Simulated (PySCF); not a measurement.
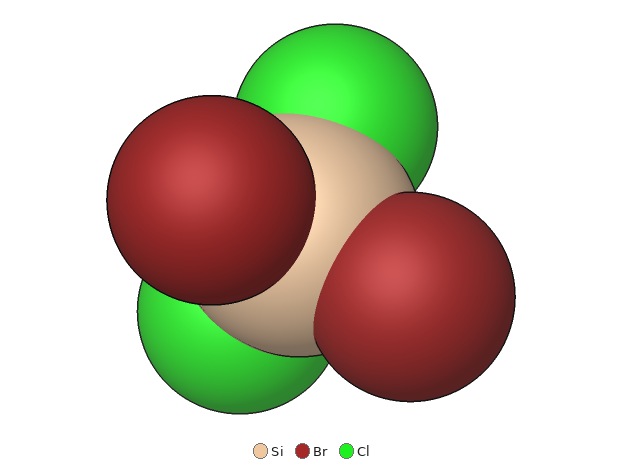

Computed geometry: PBE0-D3(BJ)/def2-SVP optimisation. No frequency run is at hand to confirm it as a minimum.

Draw it as a skeletal formula.

SMILES: Cl[Si](Cl)(Br)Br

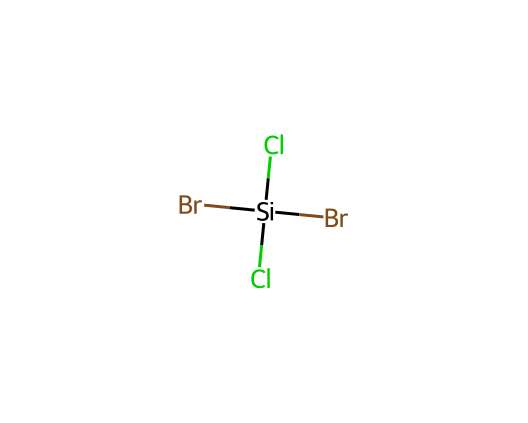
